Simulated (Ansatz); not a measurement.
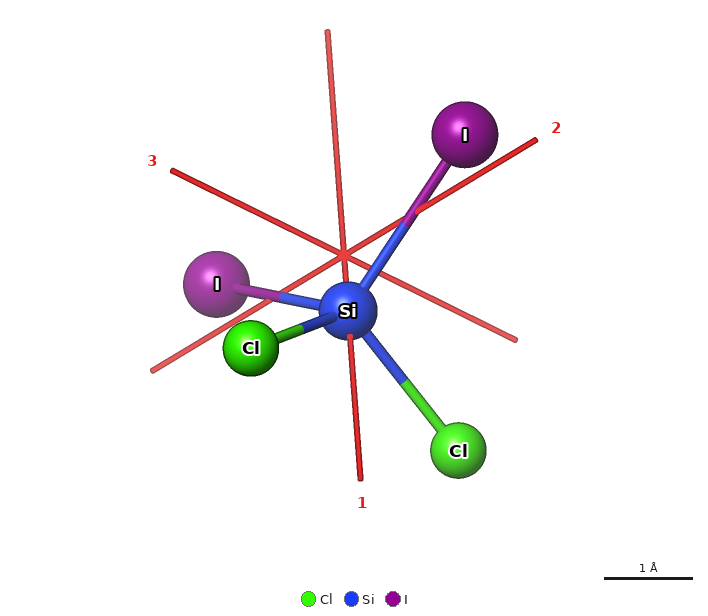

The three principal axes of inertia are drawn and numbered. Depth is shown by fading: the farther an atom, the more it takes the colour of the background. The geometry was computed by an optimisation with PBE-D4/def2-SVP. No frequency run is at hand to confirm it as a minimum. Masses are those of the most abundant isotopes; constants are for the rigid equilibrium geometry.

Which line is the a axis (least moment of inertia), which b and which c?

Answer. a is line 2, b is line 1, c is line 3; the moments are 583, 1227, 1417 u Å².

Classify the rotor and give the rotational constants (GHz).

Answer. An asymmetric top (C2v): A = 0.867, B = 0.412, C = 0.357 GHz. Ray's parameter κ is −0.78, nearer the prolate limit.
